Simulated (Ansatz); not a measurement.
## Electronic structure of H₆N₂O₂Zr in real space

```xyz
11

N    -1.6217    0.3716    0.8390
Zr    0.0297   -0.0292   -0.3006
N     1.5692   -0.4216    0.9867
O     0.6039    1.5245   -1.3145
O    -0.4475   -1.5383   -1.4179
H    -1.6132    0.7453    1.7773
H    -2.5761    0.1616    0.5817
H     2.3920    0.1559    1.0901
H     1.6926   -1.2617    1.5348
H     0.4143    2.4126   -1.6055
H    -0.4431   -2.1207   -2.1711
```

Geometry: PBE0-D4/def2-TZVP; core potentials replace the inner electrons of Zr.

Computed with Ansatz 0.2.0, RKS PBE0-D4/def2-TZVPP.

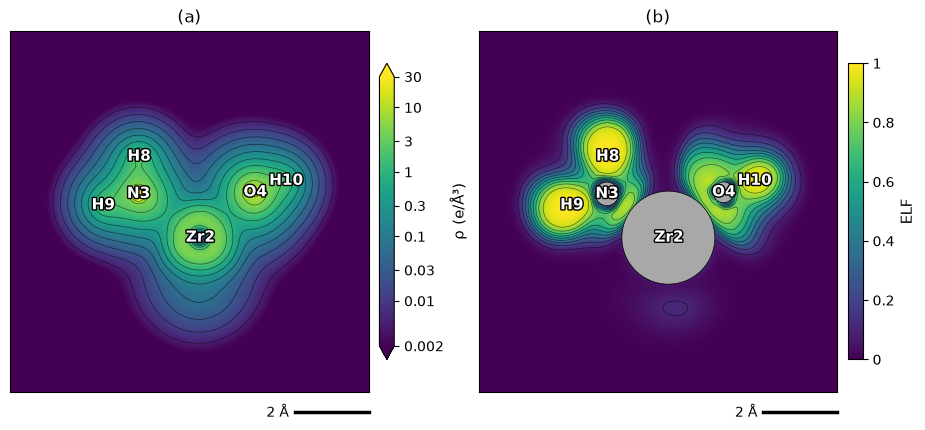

Figure 1. (a) electron density; (b) electron localisation function on the plane of atoms Zr2, N3 and H8. Grey discs cover the atomic cores in the ELF map.

### What does the map show?

The section cuts through Zr, N, O and H sites.
Zr–O (1.94 Å): ρ at the midpoint is about 0.9 e/Å³; the ELF peaks at about 0.80 in the valence shell of O, 0.6 Å from its nucleus, and drops to about 0.20 between the two atoms.
Zr–N (2.04 Å): ρ at the midpoint is about 0.82 e/Å³; the ELF peaks at about 0.90 in the valence shell of N, 0.6 Å from its nucleus, and drops to about 0.30 between the two atoms.
O–H (0.95 Å): the density is about 3.8 e/Å³ at the midpoint; the ELF climbs to about 1 towards the hydrogen, as it does in any bond to H (an ordinary covalent bond to hydrogen).
N–H (1.01 Å): ρ is about 2.9 e/Å³ halfway; the ELF climbs to about 1 towards the hydrogen: a covalent bond by its length.

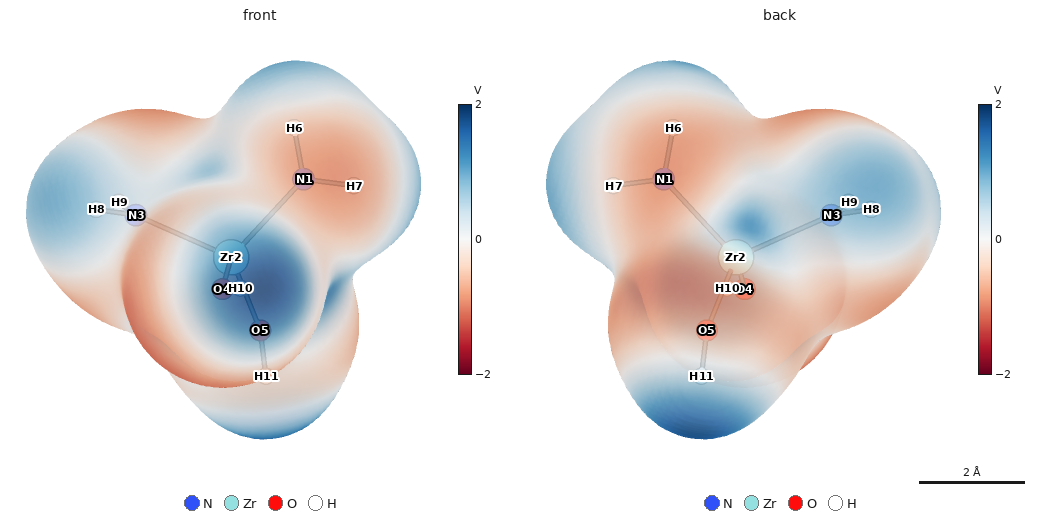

Figure 2. The molecular electrostatic potential painted on the density surface at 0.001 e/bohr³, seen from the front and from behind; red is negative and blue positive.

### Which sites attract a positive test charge, and which a negative one?

A positive charge is drawn to the negative regions and a negative charge to the positive ones. The most negative region (about −1.1 V) lies over O4, the most positive (about +1.7 V) over H10 and H11. O4 is the likeliest acceptor of a hydrogen bond.

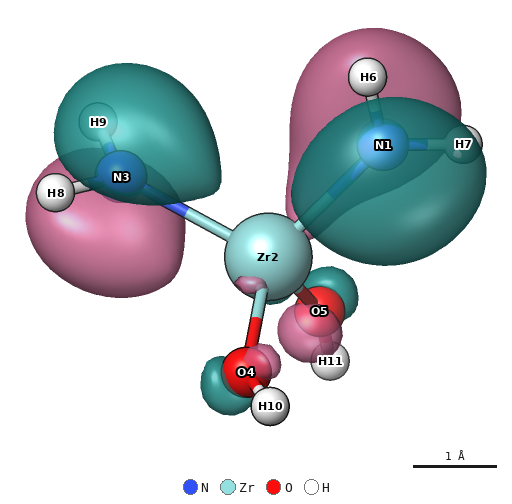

Figure 3. The HOMO at ±0.1 Å⁻³ᐟ² (teal and pink are the two phases), seen at a tilt.

### Where does this orbital lie, and at what energy?

It lies mainly on N1 (about 45 %), N3 (about 30 %) and Zr2 (about 10 %); largely a combination of lone pairs on N1 and N3. Its energy is −6.73 eV.
